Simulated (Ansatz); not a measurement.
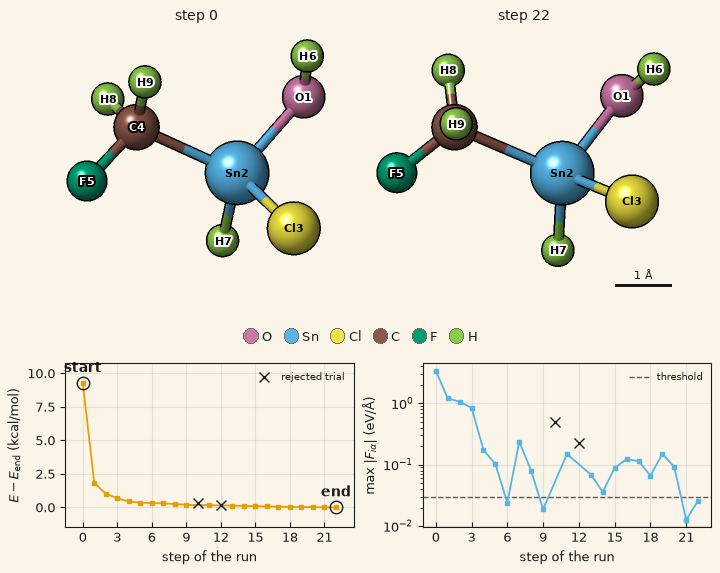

First and last geometry of a relaxation of CH₄ClFOSn (coarse preliminary run), with the history of the run. A ball-and-stick model, seen at a tilt.

The start comes from a force field.

Level of theory: RKS PBE-D4/def2-SVP in Ansatz.

Input file:
```yaml
crystal:
  periodic: [false, false, false]
  atoms:
    - {symbol: O, position_ang: [1.111300, 1.886500, -0.255900]}
    - {symbol: Sn, position_ang: [0.856100, -0.035100, -0.105900]}
    - {symbol: Cl, position_ang: [1.747700, -0.747700, 1.926200]}
    - {symbol: C, position_ang: [-1.147800, -0.527400, -0.165000]}
    - {symbol: F, position_ang: [-1.363900, -1.914200, -0.061100]}
    - {symbol: H, position_ang: [0.531300, 2.313400, 0.482100]}
    - {symbol: H, position_ang: [1.714800, -0.817400, -1.427200]}
    - {symbol: H, position_ang: [-1.619400, -0.184200, -1.130800]}
    - {symbol: H, position_ang: [-1.741800, -0.020000, 0.720400]}
basis:
  gaussian: {orbitals: def2-SVP}
hamiltonian: {xc: pbe, dispersion: d4}
relax: {f_tol: 0.03, max_steps: 200}
```

Command:
```bash
ansatz run in.yaml --threads 4 --pin off --events-out ev --progress --plain --max-ram 10444MiB
```

> What do the curves and the structures tell?

It converged. The largest moves after the best rigid fit, 0.89 Å, are those of F5 and H9. By element the largest moves are H 0.89 Å, F 0.88 Å, Cl 0.54 Å, O 0.31 Å, C 0.20 Å, Sn 0.04 Å. Near-neighbour distances that change, for instance: Sn2–C4 2.064 → 2.206 Å, C4–H9 1.181 → 1.112 Å, O1–Sn2 1.944 → 2.008 Å, Sn2–Cl3 2.331 → 2.385 Å. Among the angles between lasting bonds that change: C4–Sn2–H7 110.3° → 116.4°, F5–C4–H9 106.9° → 110.6°, Sn2–O1–H6 106.3° → 109.6°. Groups turn about Sn2–C4 by about 55°, O1–Sn2 by about 40°. The energy falls by 9.28 kcal/mol in 20 accepted moves (22 points after the start). The largest force component goes from 3.4 to 0.026 eV/Å. The line search rejected the trial steps at points 10, 12 of the run. The forces were under the threshold at step 6, but the run went on from there. Cost: 27 s on 4 threads of Arm Neoverse V2 (shared host).
